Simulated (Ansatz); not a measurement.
# CCSD/def2-SVP (core potential) run of SnCl2 (SMILES [Cl][Sn][Cl])

Aim: the electronic atomisation energy of SnCl2 at CCSD/def2-SVP (core potential), from 3 runs. 

The calculation is run with Ansatz 0.2.0.

32 further runs of the same task are left out: 32 set aside as unsound or not needed.

## (1) The system as given

SnCl2 has 3 atoms, charge 0, and is taken as a singlet. As SMILES, `[Cl][Sn][Cl]`. The shape is that of a PBE0-D4/def2-TZVP optimisation.

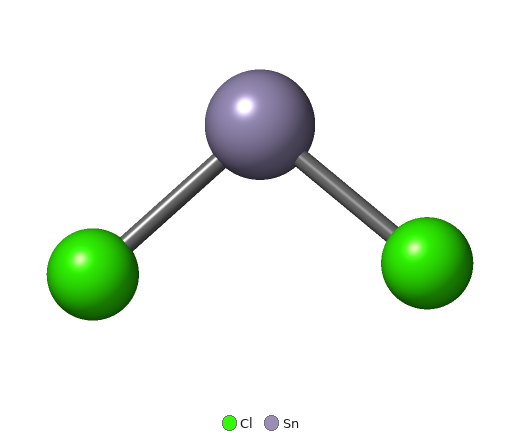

The structure, seen from a chosen angle (chlorine green, tin purple).

## (2) A single-point energy at CCSD/def2-SVP (core potential)

Input file run.yaml:

```yaml
crystal:
  periodic: [false, false, false]
  atoms:
    - {symbol: Cl, position_ang: [1.154200, 1.220700, 0.756000]}
    - {symbol: Sn, position_ang: [-0.796900, 0.518900, -0.376600]}
    - {symbol: Cl, position_ang: [-0.368200, -1.804500, -0.392600]}
basis:
  gaussian:
    orbitals: def2-SVP
correlation:
  method: ccsd
  frozen_orbitals: {Cl: 5, Sn: 4}
accuracy: high
scf:
  omitted_lower_state_checks: [cluster_reference, increment]
```

Started as:

```bash
$ ansatz run run.yaml --threads 1 --pin off --max-ram 3480MiB --events-out events.jsonl --progress --plain --runs-dir runs
```

Output (excerpt; [...] marks lines left out):

```text
Warning: RAYON_NUM_THREADS=1 ignored (pool sized by the plan → 1); use --threads N
Functional definition: HF
  name "HF"
[...]
1269 factors; integrals over basis functions are off by at most 6.3e-9 eV
[...]
mean field -30807.90020606 eV, -1132.1694502279 hartree, gradient 1.2e-8 eV, S^2 0.000000; 0 other end points of the search recorded, 0 dependent functions left out
14 core orbitals not correlated: weight in the atoms' cores, before any rotation towards them, 1.000 or more for the frozen orbitals, at most 0.000 for the correlated occupied ones
reference -30807.90020606 eV, -1132.1694502279 hartree; 14, 14 occupied and 34, 34 virtual orbitals, 1269 factors
second order -9.40406024 eV of doubles, -0.00000000 eV of singles
cycle   1  -9.99059417 eV  change   -5.9e-1 eV  update   8.1e-2
[...]
cycle  20  -10.27387360 eV  change   -2.3e-9 eV  update   1.7e-9
Total energy: -30818.17407966 eV, -1132.5470081188 hartree
Checks for a lower state left out: cluster_reference, increment
```

It took 3.3 s on 1 thread of Arm Neoverse V1, shared host; peak memory 0.17 GiB.

## (3) The Cl atom

Input file molecule.yaml:

```yaml
crystal:
  periodic: [false, false, false]
  atoms:
    - {symbol: Cl, position_ang: [0.000000, 0.000000, 0.000000]}
basis:
  gaussian:
    orbitals: def2-SVP
magnetization:
  spin_polarized: true
  initial_magnetization: 1
accuracy: high
scf:
  omitted_lower_state_checks: [cluster_reference, increment]
correlation:
  method: ccsd
  frozen_orbitals: {Cl: 5}
```

Started as:

```bash
$ ansatz run molecule.yaml --threads 1 --pin off --max-ram 3480MiB --events-out events.jsonl --progress --plain --runs-dir runs
```

Output (excerpt; [...] marks lines left out):

```text
Warning: RAYON_NUM_THREADS=1 ignored (pool sized by the plan → 1); use --threads N
[... 2 set-up lines as earlier in the session ...]
[...]
134 factors; integrals over basis functions are off by at most 2.6e-9 eV
[...]
mean field -12498.71497284 eV, -459.3193033187 hartree, gradient 2.3e-8 eV, S^2 0.755409; 3 other end points of the search recorded, 0 dependent functions left out
5 core orbitals not correlated: weight in the atoms' cores, before any rotation towards them, 1.000 or more for the frozen orbitals, at most 0.000 for the correlated occupied ones
reference -12498.71497284 eV, -459.3193033187 hartree; 4, 3 occupied and 9, 10 virtual orbitals, 134 factors
second order -2.96433346 eV of doubles, -0.00000000 eV of singles
cycle   1  -3.32908369 eV  change   -3.6e-1 eV  update   3.1e-2
[...]
cycle  13  -3.41951917 eV  change  -2.0e-10 eV  update  4.4e-10
Total energy: -12502.13449201 eV, -459.4449683303 hartree
Checks for a lower state left out: cluster_reference, increment
```

Wall time 0.24 s (1 thread of Arm Neoverse V1, shared host).

## (4) The Sn atom, same level

Input file molecule.yaml:

```yaml
crystal:
  periodic: [false, false, false]
  atoms:
    - {symbol: Sn, position_ang: [0.000000, 0.000000, 0.000000]}
basis:
  gaussian: {orbitals: def2-SVP}
magnetization: {spin_polarized: true, initial_magnetization: 2}
correlation: {method: ccsd, frozen_orbitals: {Sn: 4}}
accuracy: high
scf: {omitted_lower_state_checks: [cluster_reference, increment]}
```

Started as:

```bash
$ ansatz run molecule.yaml --threads 1 --pin off --max-ram 3480MiB --events-out events.jsonl --progress --plain --runs-dir runs
```

Output (excerpt; [...] marks lines left out):

```text
Warning: RAYON_NUM_THREADS=1 ignored (pool sized by the plan → 1); use --threads N
[... 2 set-up lines as earlier in the session ...]
[...]
223 factors; integrals over basis functions are off by at most 2.0e-9 eV
[...]
mean field -5805.17192633 eV, -213.3361334058 hartree, gradient 2.6e-8 eV, S^2 2.009582; 3 other end points of the search recorded, 0 dependent functions left out
4 core orbitals not correlated: weight in the atoms' cores, before any rotation towards them, 1.000 or more for the frozen orbitals, at most 0.000 for the correlated occupied ones
reference -5805.17192633 eV, -213.3361334058 hartree; 8, 6 occupied and 14, 16 virtual orbitals, 223 factors
second order -1.52760676 eV of doubles, -0.00000000 eV of singles
cycle   1  -1.79612461 eV  change   -2.7e-1 eV  update   5.0e-2
[...]
cycle  14  -1.92265951 eV  change    1.1e-9 eV  update   1.4e-9
Total energy: -5807.09458584 eV, -213.4067898394 hartree
Checks for a lower state left out: cluster_reference, increment
```

Run time: 0.4 s. Hardware: 1 thread of Arm Neoverse V1, shared host.

## (5) Summary of results

At CCSD/def2-SVP (core potential), 14 core orbitals frozen:

| quantity | value |
| --- | --- |
| molecule: total energy | -1132.54701 Eh |
| molecule: correlation energy (14 core orbitals frozen) | -377.6 mEh |
| molecule: T1 diagnostic | 0.012 |
| Cl atom: total energy | -459.44497 Eh |
| Cl atom: correlation energy (5 core orbitals frozen) | -125.7 mEh |
| Cl atom: ⟨S²⟩ of the reference determinant | 0.755 |
| Cl atom: T1 diagnostic | 0.005 |
| Sn atom: total energy | -213.40679 Eh |
| Sn atom: correlation energy (4 core orbitals frozen) | -70.7 mEh |
| Sn atom: ⟨S²⟩ of the reference determinant | 2.010 |
| Sn atom: T1 diagnostic | 0.005 |
| electronic atomisation energy | 6.811 eV |

In words: Taking the molecule apart into free atoms costs 6.81 eV (157 kcal/mol), before zero-point energy and without spin-orbit coupling.
